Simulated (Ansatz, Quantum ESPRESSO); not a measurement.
# Screening and band shifts of 2H-CrSSe, 1 layer, part 4 of 6

Aim: how 2H-CrSSe, 1 layer screens a field along its normal, and what the field does to its bands.

Quantum ESPRESSO 7.5; plane-wave DFT, PBE, GBRV ultrasoft pseudopotentials; geometry and cross-check by Ansatz 0.2.0 with PAW datasets.

So far. Step 5 (Bands along a path: no field): Along this path the valence top lies at Γ and the conduction bottom at K. The valence levels at Γ and K lie only 0.02 eV apart, so strain, functional or spin-orbit coupling can change their order. Step 6 (SCF with pw.x: field 0.1 V/Å): The dipole goes from -0.0391 to -0.0144 e Å, 0.2461 e Å per V/Å.

## Step 7: Potential by pp.x

Input file f1.pot.in:

```
&inputpp
  prefix = 'f1'
  outdir = './out'
  filplot = 'f1.pot.dat'
  plot_num = 11
/
```

The run is started by

```
> OMP_NUM_THREADS=1 mpirun -n 4 pp.x -in f1.pot.in > f1.pot.out
```

Wall time 1.1 s (4 MPI ranks of Arm Neoverse V1, shared host); peak memory 0.1 GiB; 4.2 s of CPU time.

Numbers from this step:

```
slope of the potential above                                          : 0.1000 eV/Å
upper vacuum line continued to the top atoms, over the valence top    : 5.865 eV
slope of the potential below                                          : 0.09996 eV/Å
lower vacuum line continued to the bottom atoms, over the valence top : 5.252 eV
```

The slope in the vacuum is 0.100 eV/Å for an applied 0.10 V/Å, as it should be.

## Step 8: SCF with pw.x: field 0.2 V/Å

Input file f2.in:

```
&control
  prefix = 'f2'
  outdir = './out'
  pseudo_dir = './pseudo'
  calculation = 'scf'
  tprnfor = .true.
  tefield = .true.
  dipfield = .true.
/
&system
  ibrav = 0
  nat = 3
  ntyp = 3
  ecutwfc = 40
  ecutrho = 200
  occupations = 'smearing'
  smearing = 'fd'
  degauss = 0.004
  edir = 3
  emaxpos = 0.97
  eopreg = 0.04
  eamp = 0.00388938
/
&electrons
  conv_thr = 1e-09
  mixing_beta = 0.4
  electron_maxstep = 120
  mixing_mode = 'plain'
  startingpot = 'file'
/
ATOMIC_SPECIES
  Se  78.9710  se_pbe_v1.uspp.F.UPF
  Cr  51.9961  cr_pbe_v1.5.uspp.F.UPF
  S   32.0600  s_pbe_v1.4.uspp.F.UPF
CELL_PARAMETERS angstrom
  3.12657478435047 0.00000000000000 0.00000000000000
  -1.56328739217524 2.70769319007936 0.00000000000000
  0.00000000000000 0.00000000000000 20.14846134910000
ATOMIC_POSITIONS crystal
  Se  0.333333333333 0.666666666667 0.424896830027
  Cr  -0.000000000000 -0.000000000000 0.504967655179
  S   0.333333333333 0.666666666667 0.575801009293
K_POINTS automatic
  12 12 1 0 0 0
```

The run is started by

```
> cp -r out/f0.save out/f2.save
> OMP_NUM_THREADS=1 mpirun -n 4 pw.x -nk 4 -in f2.in > f2.out
```

The program printed:

```text
[banner, memory and clock lines left out]
Program PWSCF v.7.5 starts
[...]
number of electrons       =        26.00
     number of Kohn-Sham states=           17
     kinetic-energy cutoff     =      40.0000  Ry
     charge density cutoff     =     200.0000  Ry
[...]
number of k points=    74  Fermi-Dirac smearing, width (Ry)=  0.0040
[...]
Dense  grid:    54921 G-vectors     FFT dimensions: (  27,  27, 180)
[...]
The initial density is read from file :
[...]
negative rho (up, down):  3.210E-03 0.000E+00
[...]
Starting wfcs are   18 randomized atomic wfcs
[...]
negative rho (up, down):  3.213E-03 0.000E+00
[...]
estimated scf accuracy    <       0.03939502 Ry
[...]
negative rho (up, down):  3.343E-03 0.000E+00
[...]
estimated scf accuracy    <       0.61331316 Ry
[...]
negative rho (up, down):  3.280E-03 0.000E+00
[...]
estimated scf accuracy    <       0.00832105 Ry
[...]
negative rho (up, down):  3.240E-03 0.000E+00
[...]
estimated scf accuracy    <       0.00005985 Ry
[...]
negative rho (up, down):  3.222E-03 0.000E+00
[...]
estimated scf accuracy    <       0.00001390 Ry
[...]
negative rho (up, down):  3.214E-03 0.000E+00
[...]
estimated scf accuracy    <       0.00000166 Ry
[...]
negative rho (up, down):  3.211E-03 0.000E+00
[...]
estimated scf accuracy    <       0.00000010 Ry
[...]
negative rho (up, down):  3.209E-03 0.000E+00
[...]
estimated scf accuracy    <       0.00000008 Ry
[...]
negative rho (up, down):  3.208E-03 0.000E+00
[...]
estimated scf accuracy    <          4.1E-09 Ry
[...]
negative rho (up, down):  3.207E-03 0.000E+00
[...]
estimated scf accuracy    <          1.6E-09 Ry
[...]
negative rho (up, down):  3.207E-03 0.000E+00
[...]
Computed dipole along edir(3) :
        Dipole                0.0191 Ry au,          0.0485 Debye
        Dipole field          0.0002 Ry au,
        E field amplitude [Ha a.u.]:  3.8894E-03
        Potential amp.        0.2691 Ry
        Total length         36.5521 bohr
[...]
the Fermi energy is    -0.5008 ev
!    total energy              =    -243.31998057 Ry
     estimated scf accuracy    <          2.2E-10 Ry
     smearing contrib. (-TS)   =      -0.00000326 Ry
     internal energy E=F+TS    =    -243.31997732 Ry
[...]
one-electron contribution =   -1241.28892581 Ry
     hartree contribution      =     621.26057410 Ry
     xc contribution           =     -60.61940213 Ry
     ewald contribution        =     437.32792101 Ry
     electric field correction =      -0.00014449 Ry
     convergence has been achieved in  11 iterations
     negative rho (up, down):  3.207E-03 0.000E+00
[...]
Total force =     0.000685     Total SCF correction =     0.000045
[...]
```

Run time: 43 s. Hardware: 4 MPI ranks; peak memory 0.48 GiB.

Read from the output:

```
free energy                          : -3310.5370 eV
Fermi energy                         : -0.5008 eV
dipole along the normal              : 0.01010 e·Å
valence top, on the run's zero       : -0.9340 eV
conduction bottom, on the run's zero : -0.1167 eV
gap by band count                    : 0.8174 eV
```

The dipole goes from -0.0391 to 0.0101 e Å, 0.2458 e Å per V/Å.

## Step 9: Electrostatic potential

Input file f2.pot.in:

```
&inputpp
  prefix = 'f2'
  outdir = './out'
  filplot = 'f2.pot.dat'
  plot_num = 11
/
```

The run is started by

```
> OMP_NUM_THREADS=1 mpirun -n 4 pp.x -in f2.pot.in > f2.pot.out
```

Run time: 1.1 s. Hardware: 4 MPI ranks; peak memory 0.1 GiB.

Numbers from this step:

- slope of the potential above: 0.2000 eV/Å
- upper vacuum line continued to the top atoms, over the valence top: 5.758 eV
- slope of the potential below: 0.2000 eV/Å
- lower vacuum line continued to the bottom atoms, over the valence top: 5.366 eV

The slope in the vacuum is 0.200 eV/Å for an applied 0.20 V/Å, as it should be.

## Step 10: Band structure: field 0.2 V/Å

Input file f2.bands.in:

```
&control
  prefix = 'f2.bands'
  outdir = './out'
  pseudo_dir = './pseudo'
  calculation = 'bands'
  tefield = .true.
  dipfield = .true.
/
&system
  ibrav = 0
  nat = 3
  ntyp = 3
  ecutwfc = 40
  ecutrho = 200
  occupations = 'smearing'
  smearing = 'fd'
  degauss = 0.004
  edir = 3
  emaxpos = 0.97
  eopreg = 0.04
  eamp = 0.00388938
  nbnd = 19
/
&electrons
  conv_thr = 1e-07
  mixing_beta = 0.4
  electron_maxstep = 120
  mixing_mode = 'local-TF'
/
ATOMIC_SPECIES
  Se  78.9710  se_pbe_v1.uspp.F.UPF
  Cr  51.9961  cr_pbe_v1.5.uspp.F.UPF
  S   32.0600  s_pbe_v1.4.uspp.F.UPF
CELL_PARAMETERS angstrom
  3.12657478435047 0.00000000000000 0.00000000000000
  -1.56328739217524 2.70769319007936 0.00000000000000
  0.00000000000000 0.00000000000000 20.14846134910000
ATOMIC_POSITIONS crystal
  Se  0.333333333333 0.666666666667 0.424896830027
  Cr  -0.000000000000 -0.000000000000 0.504967655179
  S   0.333333333333 0.666666666667 0.575801009293
K_POINTS crystal_b
4
  0.0000000000 0.0000000000 0.0000000000 14
  0.5000000000 0.0000000000 0.0000000000 14
  0.3333333333 0.3333333333 0.0000000000 14
  0.0000000000 0.0000000000 0.0000000000 1
```

The run is started by

```
> cp -r out/f2.save out/f2.bands.save
> cp out/f2.xml out/f2.bands.xml
> OMP_NUM_THREADS=1 mpirun -n 4 pw.x -nk 4 -in f2.bands.in > f2.bands.out
```

The program printed:

```text
[banner, memory and clock lines left out]
Program PWSCF v.7.5 starts
[citation notice left out]

[...]
bravais-lattice index     =            0
     lattice parameter (alat)  =       5.9084  a.u.
     unit-cell volume          =    1151.0833 (a.u.)^3
     number of atoms/cell      =            3
     number of atomic types    =            3
     number of electrons       =        26.00
     number of Kohn-Sham states=           19
     kinetic-energy cutoff     =      40.0000  Ry
     charge density cutoff     =     200.0000  Ry
     Exchange-correlation=  SLA  PW   PBX  PBC
                           (   1   4   3   4   0   0   0)

[...]
PseudoPot. # 1 for Se read from file:
     ./pseudo/se_pbe_v1.uspp.F.UPF
     Pseudo is Ultrasoft + core correction, Zval =  6.0
     Generated by new atomic code, or converted to UPF format
     Using radial grid of  877 points,  6 beta functions with:
                l(1) =   0
                l(2) =   0
                l(3) =   1
                l(4) =   1
                l(5) =   2
                l(6) =   2
     Q(r) pseudized with  8 coefficients,  rinner =    1.300   1.300   1.300
                                                       1.300   1.300

     PseudoPot. # 2 for Cr read from file:
     ./pseudo/cr_pbe_v1.5.uspp.F.UPF
     Pseudo is Ultrasoft + core correction, Zval = 14.0
     Generated by new atomic code, or converted to UPF format
     Using radial grid of  857 points,  6 beta functions with:
                l(1) =   0
                l(2) =   0
                l(3) =   1
                l(4) =   1
                l(5) =   2
                l(6) =   2
     Q(r) pseudized with  8 coefficients,  rinner =    0.950   0.950   0.950
                                                       0.950   0.950

     PseudoPot. # 3 for S  read from file:
     ./pseudo/s_pbe_v1.4.uspp.F.UPF
     Pseudo is Ultrasoft + core correction, Zval =  6.0
     Generated by new atomic code, or converted to UPF format
     Using radial grid of  907 points,  6 beta functions with:
                l(1) =   0
                l(2) =   0
                l(3) =   1
                l(4) =   1
                l(5) =   2
                l(6) =   2
     Q(r) pseudized with  8 coefficients,  rinner =    1.300   1.300   1.300
                                                       1.300   1.300

     atomic species   valence    mass     pseudopotential
     Se                6.00    78.97100     Se( 1.00)
     Cr               14.00    51.99610     Cr( 1.00)
     S                 6.00    32.06000     S ( 1.00)

     No symmetry found

[...]
number of k points=    43  Fermi-Dirac smearing, width (Ry)=  0.0040
[...]
Dense  grid:    54921 G-vectors     FFT dimensions: (  27,  27, 180)

     Smooth grid:    39243 G-vectors     FFT dimensions: (  24,  24, 160)

     Check: negative core charge=   -0.000001

     The potential is recalculated from file :
     ./out/f2.bands.save/charge-density

     negative rho (up, down):  3.207E-03 0.000E+00

     Adding external electric field

     Computed dipole along edir(3) :
        Dipole                0.0191 Ry au,          0.0485 Debye
        Dipole field          0.0002 Ry au,

        E field amplitude [Ha a.u.]:  3.8894E-03
        Potential amp.        0.2691 Ry
        Total length         36.5521 bohr

     Starting wfcs are   18 randomized atomic wfcs +    1 random wfcs

     Band Structure Calculation
     Davidson diagonalization with overlap

     ethr =  3.85E-10,  avg # of iterations = 51.3

     End of band structure calculation

          k = 0.0000 0.0000 0.0000 (  4871 PWs)   bands (ev):

   -72.5081 -43.8803 -43.8140 -43.8140 -15.7901 -14.3341  -6.5190  -2.9256
    -2.8884  -2.8884  -1.8616  -1.8616  -0.9341   1.7686   1.7686   2.1487
     2.1487   2.9753   3.9161

          k = 0.0357 0.0206 0.0000 (  4863 PWs)   bands (ev):

   -72.5080 -43.8801 -43.8152 -43.8143 -15.7703 -14.3194  -6.4990  -3.0093
    -2.8802  -2.8584  -1.8822  -1.8715  -0.9365   1.7108   1.7719   2.0352
     2.1223   3.0049   3.9462

[...]
```

The job ended after 22 s (4 MPI ranks; peak memory 0.29 GiB).

Read from the output:

```
valence top, on the run's zero       : -0.9341 eV
conduction bottom, on the run's zero : -0.1168 eV
gap by band count                    : 0.8173 eV
```

Band numbers count within the set of bands kept for display. Electronic bands along the path, in eV, zero at the highest filled level of the SCF mesh; v1 is the highest filled band, c1 the lowest empty one:

| point | v4 | v3 | v2 | v1 | c1 | c2 | c3 | c4 |
| --- | --- | --- | --- | --- | --- | --- | --- | --- |
| Γ | -1.95 | -0.93 | -0.93 | 0.00 | 2.70 | 2.70 | 3.08 | 3.08 |
| M | -2.48 | -1.65 | -0.79 | -0.66 | 1.08 | 1.34 | 2.97 | 3.24 |
| K | -3.42 | -3.42 | -1.67 | -0.04 | 0.82 | 1.87 | 2.00 | 3.37 |
| Γ | -1.95 | -0.93 | -0.93 | 0.00 | 2.70 | 2.70 | 3.08 | 3.08 |

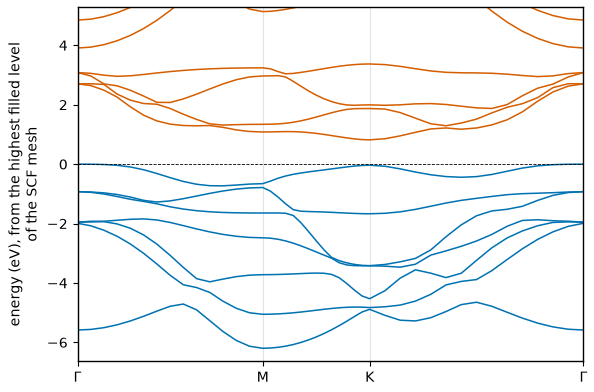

Electronic bands along the path; lines of filled and empty bands in two colours.

Upper empty bands that drop with the field can be states of the vacuum, held by the sawtooth; they depend on the cell's width.

Along this path the valence top lies at Γ and the conduction bottom at K. The valence levels at Γ and K lie only 0.04 eV apart, so strain, functional or spin-orbit coupling can change their order.

## Step 11: Self-consistent run: field 0.3 V/Å

f3.in is the input of step 8 with these lines changed:

```diff
@@ -1,3 +1,3 @@
 &control
-  prefix = 'f2'
+  prefix = 'f3'
   outdir = './out'
@@ -21,3 +21,3 @@
   eopreg = 0.04
-  eamp = 0.00388938
+  eamp = 0.00583407
 /
```

The run is started by

```
> cp -r out/f0.save out/f3.save
> OMP_NUM_THREADS=1 mpirun -n 4 pw.x -nk 4 -in f3.in > f3.out
```

The program printed:

```text
[banner, memory and clock lines left out]
Program PWSCF v.7.5 starts
[...]
number of electrons       =        26.00
     number of Kohn-Sham states=           17
     kinetic-energy cutoff     =      40.0000  Ry
     charge density cutoff     =     200.0000  Ry
[...]
number of k points=    74  Fermi-Dirac smearing, width (Ry)=  0.0040
[...]
Dense  grid:    54921 G-vectors     FFT dimensions: (  27,  27, 180)
[...]
The initial density is read from file :
[...]
negative rho (up, down):  3.210E-03 0.000E+00
[...]
Starting wfcs are   18 randomized atomic wfcs
[...]
negative rho (up, down):  3.217E-03 0.000E+00
[...]
estimated scf accuracy    <       0.08893779 Ry
[...]
negative rho (up, down):  3.465E-03 0.000E+00
[...]
estimated scf accuracy    <       1.40170989 Ry
[...]
negative rho (up, down):  3.344E-03 0.000E+00
[...]
estimated scf accuracy    <       0.02540163 Ry
[...]
negative rho (up, down):  3.267E-03 0.000E+00
[...]
estimated scf accuracy    <       0.00031961 Ry
[...]
negative rho (up, down):  3.233E-03 0.000E+00
[...]
estimated scf accuracy    <       0.00002255 Ry
[...]
negative rho (up, down):  3.219E-03 0.000E+00
[...]
estimated scf accuracy    <       0.00000466 Ry
[...]
negative rho (up, down):  3.212E-03 0.000E+00
[...]
estimated scf accuracy    <       0.00000052 Ry
[...]
negative rho (up, down):  3.209E-03 0.000E+00
[...]
estimated scf accuracy    <       0.00000034 Ry
[...]
negative rho (up, down):  3.207E-03 0.000E+00
[...]
estimated scf accuracy    <       0.00000003 Ry
[...]
negative rho (up, down):  3.206E-03 0.000E+00
[...]
estimated scf accuracy    <          6.0E-09 Ry
[...]
negative rho (up, down):  3.205E-03 0.000E+00
[...]
Computed dipole along edir(3) :
        Dipole                0.0656 Ry au,          0.1666 Debye
        Dipole field          0.0007 Ry au,
        E field amplitude [Ha a.u.]:  5.8341E-03
        Potential amp.        0.3742 Ry
        Total length         36.5521 bohr
[...]
the Fermi energy is    -0.4909 ev
!    total energy              =    -243.32014527 Ry
     estimated scf accuracy    <          4.5E-10 Ry
     smearing contrib. (-TS)   =      -0.00000339 Ry
     internal energy E=F+TS    =    -243.32014187 Ry
[...]
one-electron contribution =   -1241.26682585 Ry
     hartree contribution      =     621.23862540 Ry
     xc contribution           =     -60.61914448 Ry
     ewald contribution        =     437.32792101 Ry
     electric field correction =      -0.00071795 Ry
     convergence has been achieved in  11 iterations
     negative rho (up, down):  3.205E-03 0.000E+00
[...]
Total force =     0.001143     Total SCF correction =     0.000086
[...]
```

Run time: 42 s. Hardware: 4 MPI ranks; peak memory 0.51 GiB; 2.8 min of CPU time.

Numbers from this step:

| Quantity | Value |
| --- | --- |
| free energy | -3310.5392 eV |
| Fermi energy | -0.4909 eV |
| dipole along the normal | 0.03469 e·Å |
| valence top, on the run's zero | -0.9201 eV |
| conduction bottom, on the run's zero | -0.1094 eV |
| gap by band count | 0.8107 eV |

The dipole goes from -0.0391 to 0.0347 e Å, 0.2458 e Å per V/Å.

## Step 12: Electrostatic potential

Input file f3.pot.in:

```
&inputpp
  prefix = 'f3'
  outdir = './out'
  filplot = 'f3.pot.dat'
  plot_num = 11
/
```

The run is started by

```
> OMP_NUM_THREADS=1 mpirun -n 4 pp.x -in f3.pot.in > f3.pot.out
```

Wall time 1.1 s (4 MPI ranks); peak memory 0.1 GiB; 4.1 s of CPU time.

This step gave:

- slope of the potential above: 0.3000 eV/Å
- upper vacuum line continued to the top atoms, over the valence top: 5.652 eV
- slope of the potential below: 0.2999 eV/Å
- lower vacuum line continued to the bottom atoms, over the valence top: 5.481 eV

The slope in the vacuum is 0.300 eV/Å for an applied 0.30 V/Å, as it should be.

Each curve counts from the valence top of its own run.

The potential energy (potential at 0 V/Å) oscillates, so the rows of the table below give means over windows of 2 Å about each position, cut where the curve ends. Its maxima inside the range that stand out by 2 % of the span (Å: eV): 9.4: -4.61, 10.9: -5.81, 19.5: 5.97. Its minima: 8.6: -18.5, 10.2: -17.7, 11.5: -13.8.

The runs together. Potential energy against z; means over each step:

| z (Å) | potential at 0 V/Å (eV) | potential at 0.1 V/Å (eV) | potential at 0.2 V/Å (eV) | potential at 0.3 V/Å (eV) |
| --- | --- | --- | --- | --- |
| 0 | 5.16 | 4.51 | 3.85 | 3.20 |
| 2 | 5.14 | 4.60 | 4.05 | 3.51 |
| 4 | 5.14 | 4.80 | 4.45 | 4.11 |
| 6 | 5.04 | 4.89 | 4.75 | 4.60 |
| 8 | -6.57 | -6.59 | -6.61 | -6.64 |
| 10 | -10.3 | -10.3 | -10.3 | -10.3 |
| 12 | -4.74 | -4.73 | -4.72 | -4.71 |
| 14 | 5.87 | 6.00 | 6.14 | 6.27 |
| 16 | 5.97 | 6.30 | 6.64 | 6.97 |
| 18 | 5.97 | 6.51 | 7.04 | 7.57 |
| 20 | 5.85 | 6.32 | 6.78 | 7.25 |

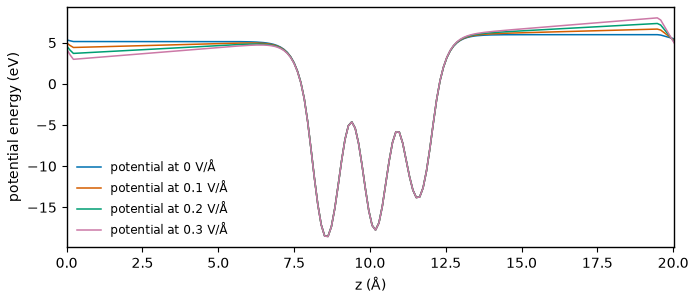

Potential energy against z.

(Continued in part 5 of 6.)

[Logs are printed without paths, hosts, clocks, repeated set-up lines and the standing remarks that a program may print on its own settings, such as how far it seeks lower states.]

[Hosts, paths, dates, database ids (printed as entryN), source tags and the programs' standing remarks are cut or masked in the printed files.]

[Maps of the electrostatic potential energy from Ansatz leave out the sawtooth potential of an applied field or a dipole correction, so their vacuum need not be flat; planar profiles and work functions include it.]
